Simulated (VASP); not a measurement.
Band structure of MoSe$_{2}$. Method: PBEsol GGA, VASP's PBE PAW potentials (set 64) (plane waves; VASP).

The cell holds a wide vacuum, so values per volume refer to the whole cell.

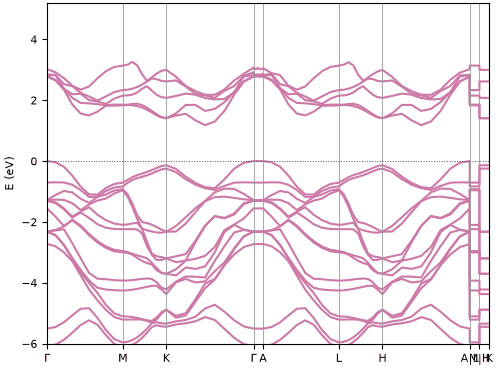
Figure: Bands along high-symmetry lines, zero at the valence-band maximum or, without a gap, the Fermi level

### Question
Read the plot: is there a gap, and where are the band edges?

### Answer
The gap is indirect, 1.18 eV, from the valence maximum at Γ to the conduction minimum at K-Γ at 0.44. (Edges off the drawn lines would not show.)

The cell is a sheet with vacuum, built from a database entry that may be metastable or hypothetical.
